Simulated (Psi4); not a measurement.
# HfCl4 (hafnium tetrachloride): M06-2X/def2-SVP (core potential)

Aim: the vertical singlet–triplet gap of HfCl4 (hafnium tetrachloride) at M06-2X/def2-SVP (core potential), from 2 runs. The job is set up through a Python script.

The calculation is run with Psi4 1.11.

7 further runs of the same task are left out: 6 that didn't finish, 1 set aside as unsound or not needed. Runs told in other sessions of the task aren't counted.

## 1. The system as given

HfCl4: 5 atoms, total charge 0, spin state singlet. As SMILES, `[Cl][Hf]([Cl])([Cl])[Cl]`. The coordinates come from a PBE0-D4/def2-TZVP relaxation.

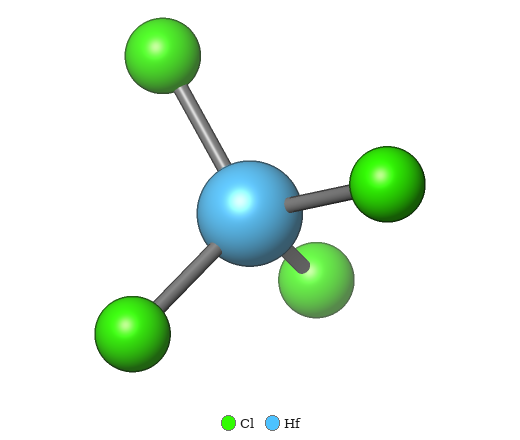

The structure, seen from a chosen angle (chlorine green, hafnium blue).

## 2. Energy and gradient at M06-2X/def2-SVP (core potential)

Input file job.py:

```python
import psi4

psi4.set_memory(2200000000)
psi4.set_num_threads(1)
psi4.core.set_output_file('cl4hf.out', False)

molecule = psi4.geometry("""
0 1
Cl    -0.049920    -0.218520     2.307050
Hf     0.000120    -0.000030     0.000030
Cl     1.506260    -1.521760    -0.888040
Cl    -2.112190    -0.411630    -0.860750
Cl     0.655730     2.151940    -0.558290
symmetry c1
""")

psi4.set_options(dict(puream=True, e_convergence=1e-09, d_convergence=1e-08, scf_type='pk', dft_radial_points=99, dft_spherical_points=590))

e_tot = psi4.gradient("m06-2x/def2-SVP", molecule=molecule)
print('gradient / Eh bohr^-1')
print(e_tot.np.round(6))
```

The run is started by

```console
$ python job.py
```

cl4hf.out:

```text
[...]
    !!!  WARNING: ECP capability is in beta. Please check occupations closely.  !!!
[...]
  Running in c1 symmetry.
[...]
  Nuclear repulsion =  428.719924123806209
[...]
  Multiplicity = 1
[...]
  Nalpha       = 40
  Nbeta        = 40
[...]
    Number of basis functions: 104
[...]
   @RKS iter   1: -1888.33146241808777   -3.78680e-01   3.80427e-03 DIIS/ADIIS
[...]
   @RKS iter  11: -1888.42716863300848   -5.00222e-12   3.37925e-09 DIIS
[...]
    Orbital Energies [Eh]
    ---------------------
    Doubly Occupied:
       1A   -102.658658     2A   -102.658621     3A   -102.658618
       4A   -102.658604     5A     -9.829275     6A     -9.829260
       7A     -9.829255     8A     -9.829244     9A     -7.553017
      10A     -7.553006    11A     -7.552999    12A     -7.552987
      13A     -7.551146    14A     -7.551146    15A     -7.551136
      16A     -7.551131    17A     -7.551130    18A     -7.551121
      19A     -7.551114    20A     -7.551112    21A     -2.691189
      22A     -1.500069    23A     -1.500066    24A     -1.500063
      25A     -0.935020    26A     -0.919603    27A     -0.919597
      28A     -0.919589    29A     -0.486287    30A     -0.463619
      31A     -0.463615    32A     -0.463605    33A     -0.448304
      34A     -0.448301    35A     -0.428521    36A     -0.428519
[...]
  @RKS Final Energy: -1888.42716863300848
   => Energetics <=
    Nuclear Repulsion Energy =            428.7199241238062086
    One-Electron Energy =               -3475.2026971133636835
    Two-Electron Energy =                1214.4920886330191934
    DFT Exchange-Correlation Energy =     -56.4364842764702459
    Empirical Dispersion Energy =           0.0000000000000000
    VV10 Nonlocal Energy =                  0.0000000000000000
    Total Energy =                      -1888.4271686330084776
[...]
 Multipole Moments:
 ------------------------------------------------------------------------------------
     Multipole            Electronic (a.u.)      Nuclear  (a.u.)        Total (a.u.)
 ------------------------------------------------------------------------------------
 L = 1.  Multiply by 2.5417464519 to convert [e a0] to [Debye]
 Dipole X            :          0.0094114           -0.0093575            0.0000540
 Dipole Y            :         -0.0023258            0.0023394            0.0000135
 Dipole Z            :          0.0022864           -0.0023394           -0.0000530
 Magnitude           :                                                    0.0000768
[...]
  -Total Gradient:
     Atom            X                  Y                   Z
    ------   -----------------  -----------------  -----------------
       1        0.000109094960     0.000431481547    -0.004918514419
       2       -0.000014351866     0.000007723217    -0.000019397307
       3       -0.003111141243     0.003137109999     0.001815553886
       4        0.004445746406     0.000868251132     0.001806574583
       5       -0.001415580461    -0.004626316274     0.001204720383
[...]
```

The script printed:

```text
gradient / Eh bohr^-1
[[ 1.090e-04  4.310e-04 -4.919e-03]
 [-1.400e-05  8.000e-06 -1.900e-05]
 [-3.111e-03  3.137e-03  1.816e-03]
 [ 4.446e-03  8.680e-04  1.807e-03]
 [-1.416e-03 -4.626e-03  1.205e-03]]
```

It took 19 s on 1 thread of Intel Xeon 6975P-C (Granite Rapids), shared host; peak memory 1.1 GiB.

## 3. The triplet: the energy at UM06-2X/def2-SVP (core potential)

Input file run.py:

```python
import psi4

psi4.set_memory(2200000000)
psi4.set_num_threads(1)
psi4.set_output_file('cl4hf.out', False)

m = psi4.geometry("""
0 3
Cl    -0.049920    -0.218520     2.307050
Hf     0.000120    -0.000030     0.000030
Cl     1.506260    -1.521760    -0.888040
Cl    -2.112190    -0.411630    -0.860750
Cl     0.655730     2.151940    -0.558290
symmetry c1
""")

psi4.set_options({
    'basis': 'def2-SVP',
    'reference': 'uks',
    'puream': True,
    'e_convergence': 1e-09,
    'd_convergence': 1e-08,
    'scf_type': 'pk',
    'dft_radial_points': 99,
    'dft_spherical_points': 590,
    'maxiter': 100,
})

E, wfn = psi4.energy("m06-2x", return_wfn=True)
psi4.oeprop(wfn, "MULLIKEN_CHARGES", "DIPOLE", "MAYER_INDICES")
print(f'total energy {E:.8f} hartree = {E * 27.211386:.5f} eV')
for k, v in sorted(psi4.core.scalar_variables().items()):
    print(f'{k:45s} {v:18.10f}')
```

The run is started by

```console
$ python run.py
```

cl4hf.out, shortened:

```text
[...]
    !!!  WARNING: ECP capability is in beta. Please check occupations closely.  !!!
[...]
  Running in c1 symmetry.
[...]
  Nuclear repulsion =  428.719924123806209
[...]
  Multiplicity = 3
[...]
  Nalpha       = 41
  Nbeta        = 39
[...]
    Number of basis functions: 104
[...]
   @UKS iter   1: -1888.12276495575315   -1.69983e-01   3.09625e-03 ADIIS/DIIS
[...]
   @UKS iter  82: -1888.19103483132608    5.68434e-12   9.60331e-09 DIIS
[...]
   @S^2 Observed:                2.010395454E+00
[...]
  @UKS Final Energy: -1888.19103483132608
   => Energetics <=
    Nuclear Repulsion Energy =            428.7199241238062086
    One-Electron Energy =               -3475.6213726774853967
    Two-Electron Energy =                1215.1760930562918475
    DFT Exchange-Correlation Energy =     -56.4656793339389509
    Empirical Dispersion Energy =           0.0000000000000000
    VV10 Nonlocal Energy =                  0.0000000000000000
    Total Energy =                      -1888.1910348313260783
  UHF NO Occupations:
  HONO-2 :   39  A 1.9975106
  HONO-1 :   40  A 1.0000000
[...]
 Multipole Moments:
 ------------------------------------------------------------------------------------
     Multipole            Electronic (a.u.)      Nuclear  (a.u.)        Total (a.u.)
 ------------------------------------------------------------------------------------
 L = 1.  Multiply by 2.5417464519 to convert [e a0] to [Debye]
 Dipole X            :          0.2449725           -0.0093575            0.2356150
 Dipole Y            :         -0.2843534            0.0023394           -0.2820140
 Dipole Z            :          0.2316287           -0.0023394            0.2292894
 Magnitude           :                                                    0.4331512
[...]
  Mulliken Charges: (a.u.)
   Center  Symbol    Alpha    Beta     Spin     Total
       1    CL     8.74874  8.37590  0.37284 -0.12464
       2    HF     6.08401  5.26513  0.81888  0.65086
       3    CL     8.74878  8.37573  0.37305 -0.12451
       4    CL     8.70928  8.49152  0.21775 -0.20080
       5    CL     8.70919  8.49172  0.21747 -0.20091
   Total alpha = 41.00000, Total beta = 39.00000, Total charge = -0.00000
  Mayer Bond Indices:
  Total Bond Index:
[...]
```

On the terminal:

```text
total energy -1888.19103483 hartree = -51380.29509 eV
CURRENT ENERGY                                  -1888.1910348313
CURRENT REFERENCE ENERGY                        -1888.1910348313
DD SOLVATION ENERGY                                 0.0000000000
DFT FUNCTIONAL TOTAL ENERGY                     -1888.1910348313
DFT TOTAL ENERGY                                -1888.1910348313
DFT VV10 ENERGY                                     0.0000000000
DFT XC ENERGY                                     -56.4656793339
GRID ELECTRONS ALPHA                               40.9999995695
GRID ELECTRONS BETA                                38.9999995090
GRID ELECTRONS TOTAL                               79.9999990785
NUCLEAR REPULSION ENERGY                          428.7199241238
ONE-ELECTRON ENERGY                             -3475.6213726775
PCM POLARIZATION ENERGY                             0.0000000000
PE ENERGY                                           0.0000000000
SCF ITERATION ENERGY                            -1888.1910348313
SCF ITERATIONS                                     82.0000000000
SCF TOTAL ENERGY                                -1888.1910348313
TWO-ELECTRON ENERGY                              1215.1760930563
XC GRID RADIAL POINTS                              99.0000000000
XC GRID SPHERICAL POINTS                          590.0000000000
XC GRID TOTAL POINTS                           278606.0000000000
```

Wall time 1.8 min (1 thread of Intel Xeon 6975P-C (Granite Rapids), shared host); peak memory 1.1 GiB.

## 4. Results

Level: M06-2X/def2-SVP (core potential).

```
                                        quantity           value
                           singlet: total energy  -1888.42717 Eh
                          singlet: dipole moment          0.00 D
                            singlet: HOMO energy       -11.07 eV
                            singlet: LUMO energy        -1.22 eV
                          singlet: HOMO–LUMO gap         9.85 eV
               singlet: largest force on an atom      0.256 eV/Å
                           triplet: total energy  -1888.19103 Eh
                          triplet: dipole moment          1.10 D
     triplet: HOMO energy (highest over α and β)        -4.89 eV
                                   triplet: ⟨S²⟩           2.010
vertical energy of the triplet above the singlet        6.426 eV
```

**Reading.** At this shape the triplet lies 6.43 eV (148 kcal/mol) above the singlet. The largest force (singlet) is 0.26 eV/Å: the shape isn't a stationary point for this species at this level. Mulliken charges (triplet) run from -0.20 on Cl5 to +0.65 on Hf2.
